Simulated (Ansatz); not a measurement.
```yaml
atoms:
  - { symbol: Si, position_ang: [-0.9485, -0.5419, 0.0754] }
  - { symbol: F, position_ang: [-0.5934, 0.1771, -1.3196] }
  - { symbol: H, position_ang: [-0.2965, -1.8691, 0.0059] }
  - { symbol: H, position_ang: [-2.4164, -0.6078, 0.1911] }
  - { symbol: O, position_ang: [-0.4133, 0.3576, 1.3182] }
  - { symbol: H, position_ang: [1.4941, 0.9681, -1.2557] }
  - { symbol: Br, position_ang: [2.6401, 1.0089, -0.4078] }
  - { symbol: H, position_ang: [0.5338, 0.5071, 1.3924] }
```

The reactant side of a reaction path; geometry: PBE0-D4/def2-TZVP.

Computed with RKS PBE0-D4/def2-TZVPP in Ansatz 0.2.0.

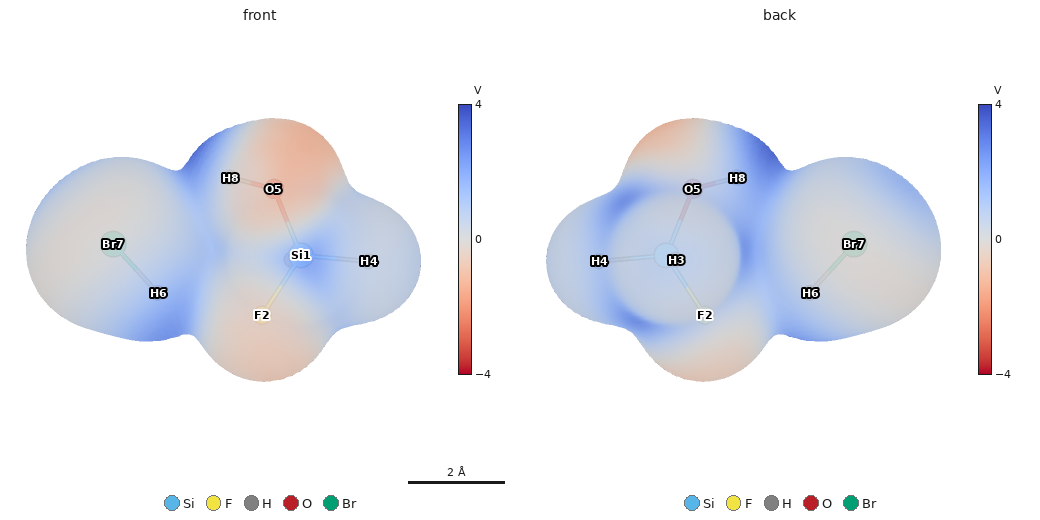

FH3OSi···HBr. The electrostatic potential painted on the density surface at 0.004 e/bohr³, seen from the front and from behind; red is negative and blue positive.

### Describe the electrostatic potential map.

The most negative region (about −1.2 V) lies over O5, the most positive (about +3.2 V) over H8. Br7 shows a σ-hole: about +1.5 V at the tip opposite its bond, against about +0.6 V on its flanks. O5 is the likeliest acceptor of a hydrogen bond.
